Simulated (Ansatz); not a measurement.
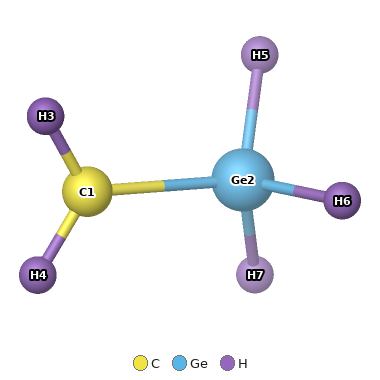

The system is CH5Ge, SMILES [CH2][GeH3], spin multiplicity 2; the picture shows the reference structure. First axis: umbrella angle at C1 (between each of its bonds and their common axis; 90 is planar). Second axis: change of the bonds C1–Ge2, C1–H3, C1–H4, all alike. Nothing is relaxed (all other coordinates rigid). The scan uses an 11 × 11 grid. Points are written as (first, second). Energies are in kcal/mol, from the relaxed molecule at the same level. All numbers below come from UHF-MP2, frozen core/def2-TZVP in Ansatz 0.2.0.

Its coordinates:

```yaml
atoms:
  - { symbol: C, position_ang: [-0.2343, -1.1364, 0.1070] }
  - { symbol: Ge, position_ang: [0.1746, 0.7290, -0.0920] }
  - { symbol: H, position_ang: [-1.1699, -1.5591, -0.2340] }
  - { symbol: H, position_ang: [0.4364, -1.8221, 0.6071] }
  - { symbol: H, position_ang: [-0.4286, 1.2560, -1.3935] }
  - { symbol: H, position_ang: [-0.4063, 1.5391, 1.0708] }
  - { symbol: H, position_ang: [1.6895, 0.9257, -0.1111] }
```

Range: umbrella angle at C1 (between each of its bonds and their common axis; 90 is planar) from 66.0 to 114.0°; change of the bonds C1–Ge2, C1–H3, C1–H4, all alike from −0.150 to 0.231 Å.

### What will the energy surface look like?

The lowest grid point is at (90.0°, 0.003 Å), 0.020 kcal/mol from the relaxed molecule at the same level. It is the only kind of minimum in the scanned range. The highest grid point, (66.0°, −0.150 Å), lies 50.7 kcal/mol above the lowest. Round the minimum the two coordinates are nearly uncoupled.

| second ↓, first → | 66.0 | 70.8 | 75.6 | 80.4 | 85.2 | 90.0 | 94.8 | 99.6 | 104.4 | 109.2 | 114.0 |
| --- | --- | --- | --- | --- | --- | --- | --- | --- | --- | --- | --- |
| 0.231 | 44.9 | 41.2 | 39.2 | 38.5 | 38.5 | 38.5 | 38.3 | 38.3 | 38.9 | 40.7 | 44.4 |
| 0.193 | 36.2 | 32.1 | 29.8 | 28.9 | 28.6 | 28.5 | 28.4 | 28.6 | 29.4 | 31.6 | 35.6 |
| 0.155 | 28.4 | 24.0 | 21.4 | 20.2 | 19.7 | 19.5 | 19.5 | 19.9 | 21.0 | 23.5 | 27.8 |
| 0.117 | 22.0 | 17.2 | 14.3 | 12.8 | 12.1 | 11.9 | 11.9 | 12.4 | 13.8 | 16.6 | 21.3 |
| 0.079 | 17.2 | 12.0 | 8.7 | 6.9 | 6.1 | 5.8 | 5.9 | 6.6 | 8.2 | 11.3 | 16.4 |
| 0.041 | 14.3 | 8.7 | 5.2 | 3.1 | 2.0 | 1.7 | 1.8 | 2.7 | 4.6 | 8.1 | 13.5 |
| 0.003 | 14.0 | 8.0 | 4.1 | 1.7 | 0.5 | 0.0 | 0.3 | 1.3 | 3.5 | 7.3 | 13.1 |
| −0.035 | 16.7 | 10.2 | 6.0 | 3.3 | 1.9 | 1.4 | 1.7 | 2.9 | 5.4 | 9.5 | 15.7 |
| −0.074 | 23.2 | 16.4 | 11.8 | 8.9 | 7.2 | 6.6 | 7.0 | 8.4 | 11.1 | 15.6 | 22.2 |
| −0.112 | 34.2 | 27.0 | 22.0 | 18.8 | 17.0 | 16.3 | 16.7 | 18.3 | 21.3 | 26.1 | 33.1 |
| −0.150 | 50.7 | 43.0 | 37.7 | 34.2 | 32.2 | 31.5 | 31.9 | 33.7 | 36.9 | 42.1 | 49.6 |

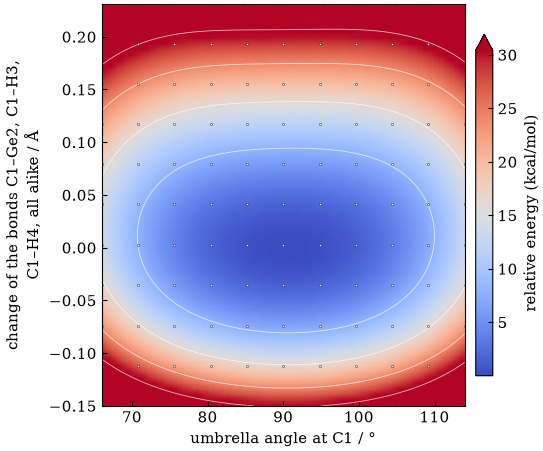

The picture shows a smooth colour map with a few white contour lines, dots at the grid points, one colour for all values above the top of the scale. Between grid points the surface is interpolated.

Each point was launched as `ansatz run input.yaml --threads 1 --pin off --max-ram 2560MiB --backend cpu --events-out ev --progress --plain --runs-dir out`. The whole map (121 points run) took 13 min on 1 thread of Arm Neoverse V1 (shared host).
